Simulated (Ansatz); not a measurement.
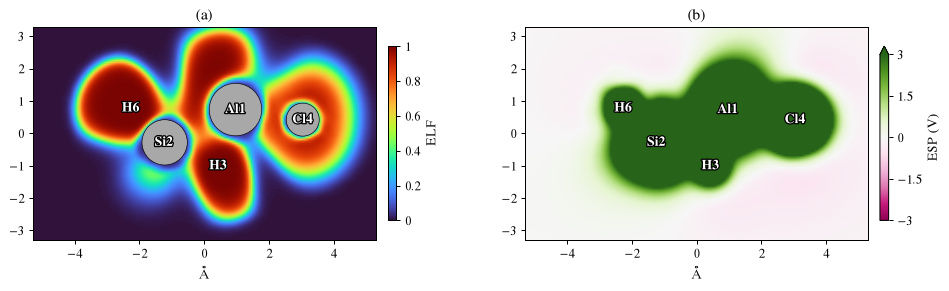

Figure. AlClH4Si. (a) electron localisation function; (b) molecular electrostatic potential on the plane of atoms Si2, Al1 and Cl4. Grey discs cover the atomic cores in the ELF map.

A transition-state structure; geometry: PBE0-D4/def2-TZVP.

Theory: RKS PBE0-D4/def2-TZVPP in Ansatz 0.2.0.

Input file:

```
crystal:
  periodic: [false, false, false]
  atoms:
    - {symbol: Al, position_ang: [-1.367633, 0.613308, 0.410537]}
    - {symbol: Si, position_ang: [0.919386, 0.136878, -0.183768]}
    - {symbol: H, position_ang: [-0.510052, -0.926688, -0.044973]}
    - {symbol: Cl, position_ang: [-3.297330, -0.156380, 0.714653]}
    - {symbol: H, position_ang: [1.532692, -0.737915, 0.850890]}
    - {symbol: H, position_ang: [1.731508, 1.402472, -0.153615]}
    - {symbol: H, position_ang: [0.991528, -0.331676, -1.593724]}
basis:
  gaussian: {orbitals: def2-TZVPP}
hamiltonian: {xc: pbe0, dispersion: d4}
output: {orbitals: {seedname: orbitals}}
```

Command:

```sh
ansatz run in.yaml --threads 2 --pin off --events-out ev --progress --plain --max-ram 4352MiB
```

### Describe what can be read from this map.

- The plane passes through Al, Si, H and Cl nuclei.
- Al–Cl (2.10 Å): the ELF peaks at about 0.85 in the valence shell of Cl, 0.9 Å from its nucleus, and is about 0.80 at the midpoint.
- Al–Si (2.41 Å): the ELF peaks at about 0.80 between the atoms, as expected for localised, covalent bonding.
- Si–H (1.50 Å): the ELF climbs to about 1 towards the hydrogen, as it does in any bond to H.
- Al–H (1.82 Å): the ELF climbs to about 1 towards the hydrogen.
- The ELF also peaks beside Cl4, away from the bonds: lone-pair regions.
- Outside the dense part of the molecule the potential is most negative (−0.5 V) near Cl4.
